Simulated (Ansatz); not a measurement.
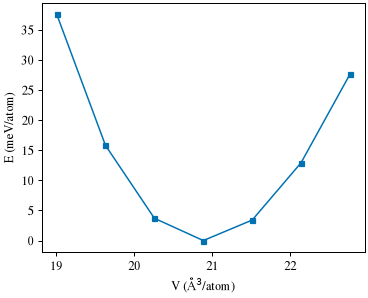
Figure. MgSe (rock salt, Fm-3m) under volume change, DFT-PBE in the program Ansatz with PAW potentials, scaled uniformly.

Q: What does a third-order Birch–Murnaghan fit give for V₀, B₀ and B′?

A: V₀ = 20.89 Å³/atom, B₀ = 60.6 GPa, B′ = 4.1.

The PBE relaxation kept the symmetry of its start.

Potentials: the later of the program's two PAW sets.
